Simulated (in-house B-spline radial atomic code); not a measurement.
All numbers are computed, not measured: non-relativistic PBE, spin-polarised, spherical fractional occupations, point nucleus, basis-set limit (an in-house B-spline radial code). The occupation of the 4s shell is varied from Se²⁺ ([Ar] 3d10 4s1 4p3 (high spin)) to Se⁺ ([Ar] 3d10 4s2 4p3 (high spin)), with spherical fractional occupations. Wanted, and plotted below: the total energy less the straight line between the end points, and the eigenvalue of 4s↓ (the dashed line is minus the energy to take the whole electron out).

The curve is convex (below the straight line), with the largest deviation among the points computed, −1.31 eV, at 0.5. The end points differ by 29.6 eV, the energy to take the electron out. The eigenvalue, which is the slope of the energy (Janak's theorem), moves from −34.3 eV at 0.05 to −24.4 eV at 1; for a straight line it would stay constant, and a parabola would sag by an eighth of this change, scaled to a whole electron, 1.30 eV. Convexity is the delocalisation error: fractional charges are too low in energy. The shell lies under occupied ones, so the straight line is a guide here rather than an exact condition.

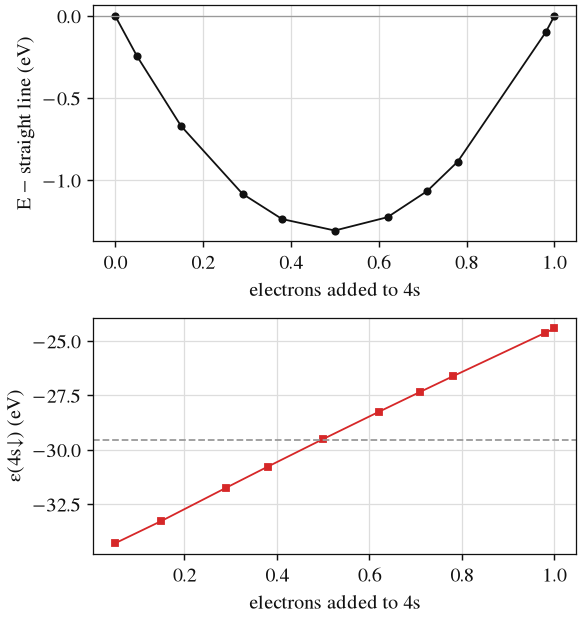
